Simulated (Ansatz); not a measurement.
**The perfect Rh wire along [100], 4 atoms a period**

Aim: is the Rh wire along [100], 4 atoms a period a metal or a semiconductor?

Method: DFT PBE, plane waves, PAW; relaxation of a wire's period; PAW set soft_1, in the first sound run; inputs show where later runs differ, in Ansatz 0.2.0.

**1. Starting point**

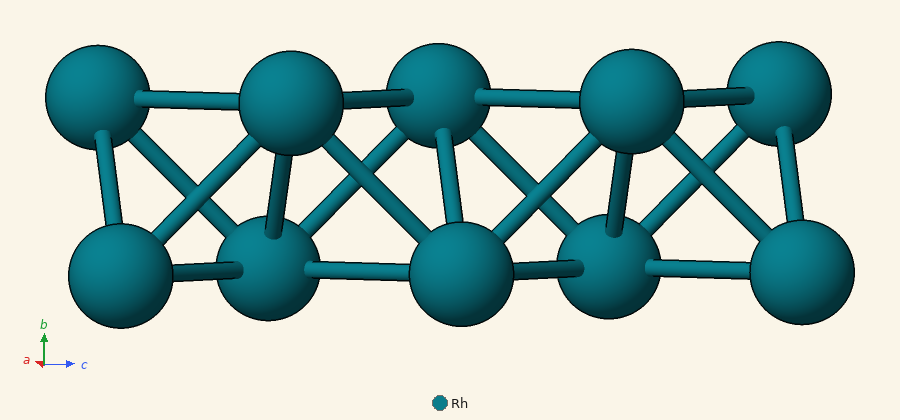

The starting structure, seen from the side, with the c axis across the page (rhodium blue). 1×1×2 cells are drawn. Some periodic images of atoms are drawn too.

The cell holds 4 atoms: 4 Rh. Its edges and angles: a = 8.715 Å, b = 8.715 Å, c = 3.830 Å, α = 90.0°, β = 90.0°, γ = 90.0°. Vacuum lies along a and b. The structure's axis is c.

**2. The relaxed wire**

Band widths follow the bond lengths, so the wire is relaxed first. The atoms and the third cell vector are free; the box across stays fixed as vacuum. A Fermi-Dirac smearing is set since the result may be a metal. The pressure printed is a third of the stress's trace over the whole box, vacuum included; only the stress along the axis is relaxed.

input.yaml

```yaml
crystal:
  lattice:
    - [8.715, 0.0, 0.0]
    - [0.0, 8.715, 0.0]
    - [0.0, 0.0, 3.83]
  atoms:
    - { symbol: Rh, position: [0.390131956, 0.390131956, 0.0] }
    - { symbol: Rh, position: [0.609868044, 0.609868044, 0.0] }
    - { symbol: Rh, position: [0.390131956, 0.609868044, 0.5] }
    - { symbol: Rh, position: [0.609868044, 0.390131956, 0.5] }
kpoints:
  mp_grid: { grid: [1, 1, 21] }
scf:
  occupations: { method: fermi_dirac, width: 0.05 }
hamiltonian:
  xc: pbe
  pseudopotentials: { kind: paw, azcp: { folder: soft_1 } }
relax:
  cell: { fix: [a, b, alpha, beta, gamma] }
  max_steps: 45
  f_tol: 0.03
```

Command:

```
> ansatz run input.yaml --threads 4 --pin off --max-ram 16384MiB --backend cpu --events-out ev --progress --plain --runs-dir out
```

Numbers of over 12 decimals in the logs are rounded to 6 here.

The program printed:

```text
Engine: ansatz 0.2.0, aarch64-unknown-linux-gnu
Pseudopotentials: kind: paw
Pseudopotential: Rh, paw, valence charge 17, recommended cutoff 420 eV (normal), soft_1/Rh.paw.azcp
Functional definition: PBE
  parameter kappa = 0.804
  parameter beta = 0.066725
  exchange = pbe_x(kappa = kappa, mu = beta*pi^2/3)
  correlation = pbe_c(beta = beta)
Crystal: 4 atoms, lattice volume = 290.893 Å³
Basis set: ecut = 420 eV, 5701 PW (Γ), exchange–correlation on 120×120×54 points (8 copies of the dense FFT grid, shifted against one another)
Bands: 41, of which v1, the nominal top of the filled ones, is band 34 counted from 1 (33 counted from 0)
Symmetry: 16 space group operations
Space group: P42/mcm (ITA 132), of the structure as read, at distance tolerance 6.6e-5 Å
k-points: 11 of 21
Non-local potential: Rh, projectors of the file, l = 0: 3, l = 1: 2, l = 2: 2, l = 3: 1
PAW form: soft (Blöchl's): semilocal exchange-correlation on the pseudo side does not see the compensation charge
PAW one-centre angular grid: Rh, 590 points (default); XC on 64 Gauss nodes
Initial density: superposition of atomic densities (neutral atoms: chi_scale 0, normalization atom)
Initial wavefunctions: pseudopotential atomic-orbital guess
Functional: x = pbe(κ = 0.804, μ = 0.219515), c = pbe(β = 0.066725)
SCF iter   1: F=—  HF=-25604.177847 eV  |F-HF|=—  |Δ(HF+E_count)|=         —  Δρ=3.23e-2  dr2=6.55e0  ethr=3.10e-3  ⟨swp⟩=6.5  Hψ=1733  notcnv=0
preconditioner: auto → LDOS  [metal: Δε(μ)=0.024 eV  Ē_g=3.473 eV  σ=0.050 eV  W_gap=0.12  n_scr=42 (ndim 8)  ℏωp=13.1 eV  f_vac=0.597  D(μ)=20.96/eV (n_scr^D=228)  β→1.0]
SCF iter   2: F=—  HF=-25604.725520 eV  |F-HF|=—  |Δ(HF+E_count)|=   5.48e-1  Δρ=4.45e-2  dr2=9.12e0  ethr=3.10e-3  ⟨swp⟩=3.0  Hψ=1340  notcnv=0
SCF iter   3: F=—  HF=-25602.346482 eV  |F-HF|=—  |Δ(HF+E_count)|=    2.38e0  Δρ=8.89e-3  dr2=2.75e-1  ethr=3.10e-3  ⟨swp⟩=3.0  Hψ=1093  notcnv=0
SCF iter   4: F=—  HF=-25602.305036 eV  |F-HF|=—  |Δ(HF+E_count)|=   4.14e-2  Δρ=5.19e-3  dr2=4.14e-2  ethr=4.05e-4  ⟨swp⟩=2.0  Hψ=782  notcnv=0
SCF iter   5: F=—  HF=-25602.299790 eV  |F-HF|=—  |Δ(HF+E_count)|=   5.25e-3  Δρ=1.94e-3  dr2=9.09e-3  ethr=6.09e-5  ⟨swp⟩=2.1  Hψ=850  notcnv=0
SCF iter   6: F=—  HF=-25602.298528 eV  |F-HF|=—  |Δ(HF+E_count)|=   1.26e-3  Δρ=6.41e-4  dr2=1.46e-3  ethr=1.34e-5  ⟨swp⟩=2.2  Hψ=672  notcnv=0
SCF iter   7: F=—  HF=-25602.298348 eV  |F-HF|=—  |Δ(HF+E_count)|=   1.79e-4  Δρ=2.04e-4  dr2=1.32e-4  ethr=2.14e-6  ⟨swp⟩=2.1  Hψ=666  notcnv=0
SCF iter   8: F=—  HF=-25602.298337 eV  |F-HF|=—  |Δ(HF+E_count)|=   1.12e-5  Δρ=4.76e-5  dr2=4.94e-6  ethr=1.94e-7  ⟨swp⟩=2.0  Hψ=602  notcnv=0
SCF iter   9: F=—  HF=-25602.298018 eV  |F-HF|=—  |Δ(HF+E_count)|=   3.19e-4  Δρ=1.04e-5  dr2=2.52e-7  ethr=7.26e-9  ⟨swp⟩=2.0  Hψ=656  notcnv=0
SCF iter  10: F=-25602.298018 eV  HF=-25602.298018 eV  |F-HF|=1.08e-8  |Δ(HF+E_count)|=   1.11e-7  Δρ=1.93e-6  dr2=5.82e-9  ethr=1.47e-10  ⟨swp⟩=4.2  Hψ=1496  notcnv=0
SCF 1 converged in 10 iterations: F = -25602.298018 eV  dr2 = 5.82e-9
  greatest PAW one-centre occupation: 1.000 electrons in one spin orbital (limit 2), on the Rh atom at site 3 (counted from 0), in its partial waves of l = 0
relax step   1: F+E_penalty+E_count = -25602.29801835 eV  Δ(F+E_penalty+E_count) = +0.000e0 eV  max|allowed force component| = 1.719e0 eV/Å  Δτ_max = 0.0000 Å  P = -4.002 GPa  Ω = 290.893 Å³  fix = [a, b, alpha, beta, gamma]  reactions: a -3.770, b -3.770 GPa  (10 SCF iters, dr2 threshold 1.00e-7 eV, accepted)
Crystal: 4 atoms, lattice volume = 285.235 Å³
Basis set: ecut = 420 eV, 5597 PW (Γ), exchange–correlation on 120×120×54 points (8 copies of the dense FFT grid, shifted against one another)
Initial density: handed on by an earlier stage of this run
Initial wavefunctions: those handed on with the density
iter 1 solved again at ethr=5.20e-4 eV; its pass at ethr=3.10e-3 eV (dr2=3.53e-1 eV) is discarded
SCF iter   1: F=—  HF=-25602.873974 eV  |F-HF|=—  |Δ(HF+E_count)|=         —  Δρ=2.06e-2  dr2=3.58e-1  ethr=5.20e-4  ⟨swp⟩=1.1  Hψ=2307  notcnv=0
preconditioner: auto → LDOS  [metal: Δε(μ)=0.033 eV  Ē_g=3.995 eV  σ=0.050 eV  W_gap=0.16  n_scr=42 (ndim 8)  ℏωp=13.2 eV  f_vac=0.658  D(μ)=8.21/eV (n_scr^D=62)  β→1.0]
SCF iter   2: F=—  HF=-25602.878081 eV  |F-HF|=—  |Δ(HF+E_count)|=   4.11e-3  Δρ=7.14e-3  dr2=2.07e-1  ethr=5.20e-4  ⟨swp⟩=2.9  Hψ=835  notcnv=0
SCF iter   3: F=—  HF=-25602.828267 eV  |F-HF|=—  |Δ(HF+E_count)|=   4.98e-2  Δρ=3.11e-3  dr2=4.17e-2  ethr=3.04e-4  ⟨swp⟩=3.2  Hψ=1020  notcnv=0
SCF iter   4: F=—  HF=-25602.816412 eV  |F-HF|=—  |Δ(HF+E_count)|=   1.19e-2  Δρ=7.92e-4  dr2=2.23e-3  ethr=6.14e-5  ⟨swp⟩=2.0  Hψ=726  notcnv=0
SCF iter   5: F=—  HF=-25602.815597 eV  |F-HF|=—  |Δ(HF+E_count)|=   8.14e-4  Δρ=1.52e-4  dr2=8.27e-5  ethr=3.29e-6  ⟨swp⟩=2.0  Hψ=649  notcnv=0
SCF iter   6: F=—  HF=-25602.815277 eV  |F-HF|=—  |Δ(HF+E_count)|=   3.21e-4  Δρ=2.20e-5  dr2=1.46e-6  ethr=1.22e-7  ⟨swp⟩=2.9  Hψ=916  notcnv=0
SCF iter   7: F=-25602.815277 eV  HF=-25602.815277 eV  |F-HF|=1.30e-8  |Δ(HF+E_count)|=   3.53e-9  Δρ=6.47e-6  dr2=9.58e-8  ethr=5.88e-10  ⟨swp⟩=5.0  Hψ=1679  notcnv=0
SCF 2 converged in 7 iterations: F = -25602.815277 eV  dr2 = 9.58e-8
relax step   2: F+E_penalty+E_count = -25602.81527661 eV  Δ(F+E_penalty+E_count) = -5.173e-1 eV  max|allowed force component| = 1.883e0 eV/Å  Δτ_max = 0.1952 Å  P = +3.200 GPa  Ω = 285.235 Å³  energy of the carried Pulay correction = +5.385e-4 eV  fix = [a, b, alpha, beta, gamma]  reactions: a +3.373, b +3.373 GPa  (7 SCF iters, dr2 threshold 4.00e-7 eV, accepted)
Crystal: 4 atoms, lattice volume = 283.502 Å³
Basis set: ecut = 420 eV, 5533 PW (Γ), exchange–correlation on 120×120×54 points (8 copies of the dense FFT grid, shifted against one another)
iter 1 solved again at ethr=1.94e-4 eV; its pass at ethr=3.10e-3 eV (dr2=1.32e-1 eV) is discarded
SCF iter   1: F=—  HF=-25603.035207 eV  |F-HF|=—  |Δ(HF+E_count)|=         —  Δρ=1.37e-2  dr2=1.32e-1  ethr=1.94e-4  ⟨swp⟩=2.0  Hψ=1904  notcnv=0
preconditioner: auto → LDOS  [metal: Δε(μ)=0.007 eV  Ē_g=3.440 eV  σ=0.050 eV  W_gap=0.03  n_scr=42 (ndim 8)  ℏωp=13.2 eV  f_vac=0.631  D(μ)=18.42/eV (n_scr^D=184)  β→1.0]
SCF iter   2: F=—  HF=-25603.059417 eV  |F-HF|=—  |Δ(HF+E_count)|=   2.42e-2  Δρ=4.56e-3  dr2=7.40e-2  ethr=1.94e-4  ⟨swp⟩=2.7  Hψ=849  notcnv=0
SCF iter   3: F=—  HF=-25603.043745 eV  |F-HF|=—  |Δ(HF+E_count)|=   1.57e-2  Δρ=2.07e-3  dr2=1.79e-2  ethr=1.09e-4  ⟨swp⟩=2.1  Hψ=858  notcnv=0
SCF iter   4: F=—  HF=-25603.038892 eV  |F-HF|=—  |Δ(HF+E_count)|=   4.85e-3  Δρ=6.04e-4  dr2=1.17e-3  ethr=2.63e-5  ⟨swp⟩=2.0  Hψ=755  notcnv=0
SCF iter   5: F=—  HF=-25603.038548 eV  |F-HF|=—  |Δ(HF+E_count)|=   3.44e-4  Δρ=1.46e-4  dr2=6.02e-5  ethr=1.72e-6  ⟨swp⟩=2.0  Hψ=647  notcnv=0
SCF iter   6: F=—  HF=-25603.038250 eV  |F-HF|=—  |Δ(HF+E_count)|=   2.98e-4  Δρ=3.42e-5  dr2=3.01e-6  ethr=8.86e-8  ⟨swp⟩=2.0  Hψ=659  notcnv=0
SCF iter   7: F=-25603.038250 eV  HF=-25603.038250 eV  |F-HF|=1.37e-7  |Δ(HF+E_count)|=   7.73e-8  Δρ=9.90e-6  dr2=2.29e-7  ethr=5.88e-10  ⟨swp⟩=5.0  Hψ=1829  notcnv=0
SCF 3 converged in 7 iterations: F = -25603.038250 eV  dr2 = 2.29e-7
relax step   3: F+E_penalty+E_count = -25603.03824992 eV  Δ(F+E_penalty+E_count) = -2.230e-1 eV  max|allowed force component| = 6.972e-1 eV/Å  Δτ_max = 0.1109 Å  P = -1.334 GPa  Ω = 283.502 Å³  energy of the carried Pulay correction = +7.055e-4 eV  fix = [a, b, alpha, beta, gamma]  reactions: a -1.541, b -1.541 GPa  (7 SCF iters, dr2 threshold 4.00e-7 eV, accepted)
Crystal: 4 atoms, lattice volume = 284.552 Å³
Basis set: ecut = 420 eV, 5589 PW (Γ), exchange–correlation on 120×120×54 points (8 copies of the dense FFT grid, shifted against one another)
iter 1 solved again at ethr=2.83e-5 eV; its pass at ethr=3.10e-3 eV (dr2=1.93e-2 eV) is discarded
SCF iter   1: F=—  HF=-25603.131133 eV  |F-HF|=—  |Δ(HF+E_count)|=         —  Δρ=5.48e-3  dr2=2.00e-2  ethr=2.83e-5  ⟨swp⟩=1.5  Hψ=1779  notcnv=0
preconditioner: auto → LDOS  [metal: Δε(μ)=0.029 eV  Ē_g=3.595 eV  σ=0.050 eV  W_gap=0.15  n_scr=42 (ndim 8)  ℏωp=13.2 eV  f_vac=0.641  D(μ)=13.55/eV (n_scr^D=122)  β→1.0]
SCF iter   2: F=—  HF=-25603.130786 eV  |F-HF|=—  |Δ(HF+E_count)|=   3.47e-4  Δρ=1.62e-3  dr2=9.48e-3  ethr=2.83e-5  ⟨swp⟩=2.2  Hψ=805  notcnv=0
SCF iter   3: F=—  HF=-25603.128964 eV  |F-HF|=—  |Δ(HF+E_count)|=   1.82e-3  Δρ=7.66e-4  dr2=2.62e-3  ethr=1.39e-5  ⟨swp⟩=2.0  Hψ=829  notcnv=0
SCF iter   4: F=—  HF=-25603.128244 eV  |F-HF|=—  |Δ(HF+E_count)|=   7.20e-4  Δρ=2.12e-4  dr2=1.86e-4  ethr=3.86e-6  ⟨swp⟩=2.0  Hψ=710  notcnv=0
SCF iter   5: F=—  HF=-25603.127930 eV  |F-HF|=—  |Δ(HF+E_count)|=   3.14e-4  Δρ=4.79e-5  dr2=7.34e-6  ethr=2.73e-7  ⟨swp⟩=2.0  Hψ=646  notcnv=0
SCF iter   6: F=-25603.127927 eV  HF=-25603.127927 eV  |F-HF|=9.70e-8  |Δ(HF+E_count)|=   2.13e-6  Δρ=9.89e-6  dr2=2.78e-7  ethr=5.88e-10  ⟨swp⟩=3.9  Hψ=2007  notcnv=0
SCF 4 converged in 6 iterations: F = -25603.127927 eV  dr2 = 2.78e-7
relax step   4: F+E_penalty+E_count = -25603.12792734 eV  Δ(F+E_penalty+E_count) = -8.968e-2 eV  max|allowed force component| = 1.313e-1 eV/Å  Δτ_max = 0.0374 Å  P = -0.138 GPa  Ω = 284.552 Å³  energy of the carried Pulay correction = +6.042e-4 eV  fix = [a, b, alpha, beta, gamma]  reactions: a -0.372, b -0.372 GPa  (6 SCF iters, dr2 threshold 4.00e-7 eV, accepted)
Crystal: 4 atoms, lattice volume = 288.105 Å³
Basis set: ecut = 420 eV, 5645 PW (Γ), exchange–correlation on 120×120×54 points (8 copies of the dense FFT grid, shifted against one another)
iter 1 solved again at ethr=6.34e-6 eV; its pass at ethr=3.10e-3 eV (dr2=4.31e-3 eV) is discarded
SCF iter   1: F=—  HF=-25603.134756 eV  |F-HF|=—  |Δ(HF+E_count)|=         —  Δρ=2.84e-3  dr2=4.22e-3  ethr=6.34e-6  ⟨swp⟩=2.0  Hψ=2118  notcnv=0
preconditioner: auto → LDOS  [metal: Δε(μ)=0.084 eV  Ē_g=3.625 eV  σ=0.050 eV  W_gap=0.38  n_scr=42 (ndim 8)  ℏωp=13.1 eV  f_vac=0.645  D(μ)=11.49/eV (n_scr^D=94)  β→1.0]
SCF iter   2: F=—  HF=-25603.134255 eV  |F-HF|=—  |Δ(HF+E_count)|=   5.01e-4  Δρ=3.97e-4  dr2=2.14e-4  ethr=6.21e-6  ⟨swp⟩=2.1  Hψ=694  notcnv=0
SCF iter   3: F=—  HF=-25603.133998 eV  |F-HF|=—  |Δ(HF+E_count)|=   2.57e-4  Δρ=1.90e-4  dr2=1.27e-4  ethr=3.15e-7  ⟨swp⟩=2.2  Hψ=853  notcnv=0
SCF iter   4: F=—  HF=-25603.133959 eV  |F-HF|=—  |Δ(HF+E_count)|=   3.92e-5  Δρ=3.86e-5  dr2=2.27e-6  ethr=1.87e-7  ⟨swp⟩=2.0  Hψ=655  notcnv=0
SCF iter   5: F=-25603.133959 eV  HF=-25603.133959 eV  |F-HF|=9.28e-8  |Δ(HF+E_count)|=   2.24e-7  Δρ=1.10e-5  dr2=2.86e-7  ethr=5.88e-10  ⟨swp⟩=5.0  Hψ=1809  notcnv=0
SCF 5 converged in 5 iterations: F = -25603.133959 eV  dr2 = 2.86e-7
relax step   5: F+E_penalty+E_count = -25603.13395863 eV  Δ(F+E_penalty+E_count) = -6.031e-3 eV  max|allowed force component| = 1.187e-1 eV/Å  Δτ_max = 0.0180 Å  P = +0.107 GPa  Ω = 288.105 Å³  energy of the carried Pulay correction = +2.640e-4 eV  fix = [a, b, alpha, beta, gamma]  reactions: a +0.117, b +0.117 GPa  (5 SCF iters, dr2 threshold 4.00e-7 eV, accepted)
Crystal: 4 atoms, lattice volume = 287.697 Å³
Basis set: ecut = 420 eV, 5629 PW (Γ), exchange–correlation on 120×120×54 points (8 copies of the dense FFT grid, shifted against one another)
iter 1 solved again at ethr=5.99e-7 eV; its pass at ethr=3.10e-3 eV (dr2=4.07e-4 eV) is discarded
SCF iter   1: F=—  HF=-25603.136081 eV  |F-HF|=—  |Δ(HF+E_count)|=         —  Δρ=8.41e-4  dr2=4.07e-4  ethr=5.99e-7  ⟨swp⟩=3.0  Hψ=1992  notcnv=0
preconditioner: auto → LDOS  [metal: Δε(μ)=0.064 eV  Ē_g=3.602 eV  σ=0.050 eV  W_gap=0.30  n_scr=42 (ndim 8)  ℏωp=13.1 eV  f_vac=0.643  D(μ)=12.21/eV (n_scr^D=102)  β→1.0]
SCF iter   2: F=—  HF=-25603.136092 eV  |F-HF|=—  |Δ(HF+E_count)|=   1.15e-5  Δρ=1.77e-4  dr2=1.09e-4  ethr=5.99e-7  ⟨swp⟩=2.0  Hψ=733  notcnv=0
SCF iter   3: F=—  HF=-25603.135832 eV  |F-HF|=—  |Δ(HF+E_count)|=   2.61e-4  Δρ=1.17e-4  dr2=6.22e-5  ethr=1.61e-7  ⟨swp⟩=2.0  Hψ=837  notcnv=0
SCF iter   4: F=—  HF=-25603.135815 eV  |F-HF|=—  |Δ(HF+E_count)|=   1.63e-5  Δρ=4.74e-5  dr2=9.53e-6  ethr=9.15e-8  ⟨swp⟩=2.0  Hψ=574  notcnv=0
SCF iter   5: F=-25603.135812 eV  HF=-25603.135813 eV  |F-HF|=3.10e-7  |Δ(HF+E_count)|=   2.89e-6  Δρ=1.02e-5  dr2=3.78e-7  ethr=5.88e-10  ⟨swp⟩=4.0  Hψ=2033  notcnv=0
SCF 6 converged in 5 iterations: F = -25603.135812 eV  dr2 = 3.78e-7
relax step   6: F+E_penalty+E_count = -25603.13581228 eV  Δ(F+E_penalty+E_count) = -1.854e-3 eV  max|allowed force component| = 1.322e-2 eV/Å  Δτ_max = 0.0065 Å  P = -0.097 GPa  Ω = 287.697 Å³  energy of the carried Pulay correction = +3.029e-4 eV  fix = [a, b, alpha, beta, gamma]  reactions: a -0.137, b -0.137 GPa  (5 SCF iters, dr2 threshold 4.00e-7 eV, accepted)
Initial wavefunctions: pseudopotential atomic-orbital guess (no wavefunctions were taken with the density)
iter 1 solved again at ethr=6.42e-7 eV; its pass at ethr=3.10e-3 eV (dr2=4.36e-4 eV) is discarded
SCF iter   1: F=—  HF=-25603.135551 eV  |F-HF|=—  |Δ(HF+E_count)|=         —  Δρ=2.62e-5  dr2=7.28e-7  ethr=6.42e-7  ⟨swp⟩=3.0  Hψ=2899  notcnv=0
eigensolver tolerance schedule: the retry pair's looser diagonalisation over-reported the residual by 598.48 of it (diagonalisation noise at 0.14 of the residual, at the tolerance the schedule requests for it); recorded, not acted on — ethr = c·dr2/N_el stays at c = 1.0e-1
preconditioner: auto → LDOS  [metal: Δε(μ)=0.065 eV  Ē_g=3.602 eV  σ=0.050 eV  W_gap=0.30  n_scr=42 (ndim 8)  ℏωp=13.1 eV  f_vac=0.643  D(μ)=12.18/eV (n_scr^D=102)  β→1.0]
SCF iter   2: F=—  HF=-25603.135301 eV  |F-HF|=—  |Δ(HF+E_count)|=   2.50e-4  Δρ=1.91e-5  dr2=1.06e-6  ethr=1.07e-9  ⟨swp⟩=3.0  Hψ=1030  notcnv=0
SCF iter   3: F=—  HF=-25603.135301 eV  |F-HF|=—  |Δ(HF+E_count)|=   3.47e-7  Δρ=2.61e-6  dr2=3.14e-8  ethr=1.07e-9  ⟨swp⟩=2.8  Hψ=816  notcnv=0
SCF iter   4: F=—  HF=-25603.135301 eV  |F-HF|=—  |Δ(HF+E_count)|=   8.85e-9  Δρ=9.35e-7  dr2=2.62e-9  ethr=4.62e-11  ⟨swp⟩=2.4  Hψ=804  notcnv=0
SCF iter   5: F=—  HF=-25603.135301 eV  |F-HF|=—  |Δ(HF+E_count)|=  4.47e-10  Δρ=1.42e-7  dr2=5.08e-11  ethr=3.85e-12  ⟨swp⟩=2.0  Hψ=656  notcnv=0
SCF iter   6: F=-25603.135301 eV  HF=-25603.135301 eV  |F-HF|=7.28e-12  |Δ(HF+E_count)|=  2.91e-11  Δρ=1.80e-8  dr2=1.47e-12  ethr=1.00e-12  ⟨swp⟩=4.2  Hψ=1489  notcnv=0
SCF 7 converged in 6 iterations: F = -25603.135301 eV  dr2 = 1.47e-12
relax step   7: F+E_penalty+E_count = -25603.13530072 eV  Δ(F+E_penalty+E_count) = +5.116e-4 eV  max|allowed force component| = 1.310e-2 eV/Å  Δτ_max = 0.0000 Å  P = -0.090 GPa  Ω = 287.697 Å³  fix = [a, b, alpha, beta, gamma]  reactions: a -0.130, b -0.130 GPa  stress off target by 7.93e-3 GPa on what of the cell is left free  SCF on the basis re-selected at this cell (its energy is not comparable with the rows above)  (6 SCF iters)
basis re-selected at this cell: Δ(F+E_penalty+E_count) = +5.116e-4 eV, ΔP = +0.008 GPa vs the last step (what re-selecting the basis moved, of the pressure what is left beyond the Pulay correction that the steps carried, after the strain that the cell walked since its last selection, with what the two solves' SCF thresholds leave and, on support functions, any second-order correction that the steps lacked; it is no m [...]
SCF converged after 6 iterations
Free energy (F): -25603.135301 eV
Harris-Foulkes:  -25603.135301 eV  (|F-HF|=7.28e-12)
Internal energy: -25603.035849 eV  (E = F + TS)
E sigma→0 (E₀):  -25603.085575 eV
Entropy (-TS):   -0.099452 eV (-24.863 meV/atom)
Fermi energy:    1.039336 eV
--- Per-component energies (eV) ---
  E_band       = -1733.945028
  E_kinetic    = 2145.974625
  E_local      = -25389.845734  (includes V_loc(G=0)·N_el)
  E_nonlocal   = 1210.069295
  E_hartree    = 11231.027914
  E_xc         = -796.447852
  E_vxc        = -997.766841  (∫ρ·V_xc dr)
  E_paw        = -14419.690882  (= ΣΔE_a)
  E_vpaw       = -1164.432452  (= ΣTr[D̂ρ^β])
  E_aug_tail   = 0.000381  (compensation charges beyond the density's cutoff)
  E_ewald      = 415.876405
  E_smearing   = -0.099452  (= −TS)
  E_closure    = 0.000000  (closes the sum)
  Σ components = -25603.135301   (vs F -25603.135301, Δ=0.00e0)
--- Forces (eV/Å), atoms counted from 1 ---
  atom   1  Rh     0.01310427     0.01310427     0.00000000
  atom   2  Rh    -0.01310427    -0.01310427     0.00000000
  atom   3  Rh     0.01310427    -0.01310427     0.00000000
  atom   4  Rh    -0.01310427     0.01310427     0.00000000
  max |Σ_I F_I| component: 3.47e-18 eV/Å
--- Stress (GPa, compression-positive) ---
       -0.130437       0.000000       0.000000
        0.000000      -0.130437       0.000000
        0.000000       0.000000      -0.007929
  P = ⅓ Tr σ = -0.0896 GPa (-0.896 kbar)
--- Relaxed structure (6 steps of the walk, 6 accepted, 1 SCFs on fresh bases) ---
  F+E_penalty+E_count = -25603.13530072 eV   max|allowed force component| = 1.310e-2 eV/Å   (the final SCF, on the basis selected at the relaxed cell)
  cell:  # Å, volume = 287.6970 Å³
    - [8.715, 0.0, 0.0]
    - [0.0, 8.715, 0.0]
    - [0.0, 0.0, 3.787917]
  atoms:
    - { symbol: Rh, position: [0.400946, 0.400946, 0.0] }
    - { symbol: Rh, position: [0.599054, 0.599054, 0.0] }
    - { symbol: Rh, position: [0.400946, 0.599054, 0.500000] }
    - { symbol: Rh, position: [0.599054, 0.400946, 0.500000] }
```

Run time: 12 s. Hardware: 4 threads of Arm Neoverse V1, shared host; peak memory 0.62 GiB.

[end of part 1 of 2]

[Logs are printed without paths, hosts, clocks, repeated set-up lines and the standing remarks that a program may print on its own settings, such as how far it seeks lower states.]

[Hosts, paths, dates, database ids (printed as entryN), source tags and the programs' standing remarks are cut or masked in the printed files.]
